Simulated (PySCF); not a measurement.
**One shape, several levels: doublet NO2F+**

Wanted: a comparison of 6 runs (UHF/STO-3G, UHF/3-21G, UB3LYP/6-31G*, U-wB97M-V/cc-pVTZ, UB2PLYP/cc-pVTZ, USCS-MP2/cc-pVTZ) of doublet NO2F+. Input form: a Python script.

The results are computed with PySCF 2.14.0.

1 further run of the same task is left out (set aside as unsound or not needed).

## (1) Starting point

NO2F+: 4 atoms, total charge +1, spin state doublet. SMILES of the parent species: `O=[N+]([O-])F`. The coordinates come from a PBE0-D4/def2-TZVP relaxation. That shape belongs to the parent species and isn't relaxed for this state.

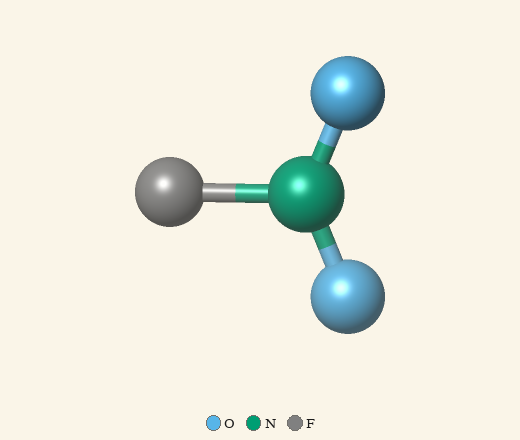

Viewed from a chosen angle; oxygen blue, nitrogen teal, fluorine grey.

## (2) A single-point energy at UHF/STO-3G (run 1)

File input.py:

```python
from pyscf import gto

mol = gto.M(
    atom='''
O      0.355817     0.888039     2.116966
N      0.150649    -0.135682     0.168450
O      0.900606    -2.019513    -0.712200
F     -1.407071     1.267156    -1.573216
''',
    unit='bohr',
    spin=1,
    charge=1,
    verbose=3,
    basis='sto-3g',
    max_memory=1860,
)

mf = mol.UHF()
mf.conv_tol = 1e-10
mf.kernel()
if not mf.converged:
    mf = mf.newton().run(mf.mo_coeff, mf.mo_occ)

etot = mf.e_tot
print('Final energy', etot)
```

The run is started by

```console
$ OMP_NUM_THREADS=1 python input.py
```

Output:

```text
converged SCF energy = -298.85748316207  <S^2> = 0.96471797  2S+1 = 2.2042849
Final energy -298.85748316207014
```

Wall time 0.64 s (1 thread of Arm Neoverse V2, shared host); peak memory 0.12 GiB.

## (3) A single-point energy at UHF/3-21G (run 2)

File run.py:

```python
from pyscf import gto, scf

mol = gto.M(
    atom='''
O      0.355817     0.888039     2.116966
N      0.150649    -0.135682     0.168450
O      0.900606    -2.019513    -0.712200
F     -1.407071     1.267156    -1.573216
''',
    verbose=3,
    charge=1,
    spin=1,
    max_memory=1860,
    basis='3-21g',
    unit='bohr',
)

calc0 = scf.UHF(mol)
calc0.conv_tol = 1e-10
calc0.kernel()
if not calc0.converged:
    calc0 = calc0.newton().run(calc0.mo_coeff, calc0.mo_occ)

energy = calc0.e_tot
print(f'total energy: {energy:.8f} hartree')
```

The run is started by

```console
$ OMP_NUM_THREADS=1 python run.py
```

Output:

```text
converged SCF energy = -301.190200961564  <S^2> = 1.0281905  2S+1 = 2.2611418
total energy: -301.19020096 hartree
```

Wall time 0.58 s (1 thread of Arm Neoverse V2, shared host); peak memory 0.1 GiB.

## (4) The energy at UB3LYP/6-31G(d) (spherical functions) (run 3)

File input.xyz:

```xyz
4
FNO2
O      0.188290     0.469930     1.120250
N      0.079720    -0.071800     0.089140
O      0.476580    -1.068680    -0.376880
F     -0.744590     0.670550    -0.832510
```

File calc.py:

```python
from pyscf import gto, dft

molecule = gto.M(
    atom='input.xyz',
    charge=1,
    verbose=3,
    basis='6-31g*',
    max_memory=1860,
    spin=1,
)

mf = dft.UKS(molecule)
mf.xc = 'b3lyp'
mf.grids.level = 5
mf.conv_tol = 1e-10
mf.kernel()
if not mf.converged:
    mf = mf.newton().run(mf.mo_coeff, mf.mo_occ)

etot = mf.e_tot
print('E(%s) = %.9f' % ('B3LYP', etot))
```

The run is started by

```console
$ OMP_NUM_THREADS=1 python calc.py
```

Output:

```text
converged SCF energy = -304.388921851983  <S^2> = 0.76432259  2S+1 = 2.0142717
E(B3LYP) = -304.388921852
```

Wall time 13 s (1 thread of Arm Neoverse V2, shared host); peak memory 0.31 GiB.

Runs 4 to 5 aren't shown in full; the table further down has their settings and results.

## (5) The energy at USCS-MP2/cc-pVTZ (run 6)

File geometry.xyz:

```xyz
4
FNO2
O      0.188290     0.469930     1.120250
N      0.079720    -0.071800     0.089140
O      0.476580    -1.068680    -0.376880
F     -0.744590     0.670550    -0.832510
```

File calc.py:

```python
from pyscf import gto, mp

mol = gto.M(
    atom='geometry.xyz',
    charge=1,
    verbose=4,
    max_memory=1860,
    spin=1,
    basis='cc-pvtz',
)

mf = mol.UHF()
mf.conv_tol = 1e-10
mf.kernel()
if not mf.converged:
    mf = mf.newton().run(mf.mo_coeff, mf.mo_occ)

pt = mp.MP2(mf, frozen=4).run()
e_final = mf.e_tot + 1.2 * pt.e_corr_os + pt.e_corr_ss / 3
print(f'total energy: {e_final:.8f} hartree')
```

The run is started by

```console
$ OMP_NUM_THREADS=1 python calc.py
```

Output:

```text
PySCF version 2.14.0

[... 172 lines left out ...]
converged SCF energy = -303.048652133151  <S^2> = 0.98119888  2S+1 = 2.219188
[... 1 line left out ...]
******** <class 'pyscf.mp.ump2.UMP2'> ********
nocc = (np.int64(12), np.int64(11)), nmo = (116, 116)
frozen orbitals 4
E(UMP2) = -303.963837276321  E_corr = -0.91518514317046
E(SCS-UMP2) = -303.927324673691  E_corr = -0.878672540540339
E_corr(same-spin) = -0.253326497612554
E_corr(oppo-spin) = -0.661858645557906
total energy: -303.92732467 hartree
```

Run time: 11 s. Hardware: 1 thread of Arm Neoverse V2, shared host; peak memory 0.41 GiB.

## (6) All runs side by side

```tsv
run	level	integration grid	nlc grid	energy (Eh)	HOMO energy (eV)	LUMO energy (eV)	⟨S²⟩	wall time
1	UHF/STO-3G	–	–	-298.857483	-19.04	-8.93	0.965	0.64 s
2	UHF/3-21G	–	–	-301.190201	-22.16	-11.36	1.028	0.58 s
3	UB3LYP/6-31G* (spherical functions)	5	–	-304.388922	-19.57	-16.67	0.764	13 s
4	U-wB97M-V/cc-pVTZ	5	1	-304.436568	-21.92	-14.23	0.769	2.2 min
5	UB2PLYP/cc-pVTZ	5	–	-304.340525	-20.46	-14.68	0.807	44 s
6	USCS-MP2/cc-pVTZ	–	–	-303.927325	-21.88	-10.87	0.981	11 s
```

## (7) Results

| quantity | value |
| --- | --- |
| run 6: total energy | -303.92732 Eh |
| run 6: HOMO energy (Hartree–Fock orbitals) (highest over α and β) | -21.88 eV |
| run 6: LUMO energy (Hartree–Fock orbitals) (lowest over α and β) | -10.87 eV |
| run 6: correlation energy (4 core orbitals frozen) | -878.7 mEh |
| run 6: ⟨S²⟩ of the reference determinant | 0.981 |

In words: Totals of different functionals can't be ranked against each other. In run 1 the basis is minimal, so the values are rough. Spin contamination of the reference: run 2 ⟨S²⟩ = 1.03, run 6 ⟨S²⟩ = 0.98, run 1 ⟨S²⟩ = 0.96. All runs together took 3.4 min, the longest 2.2 min.
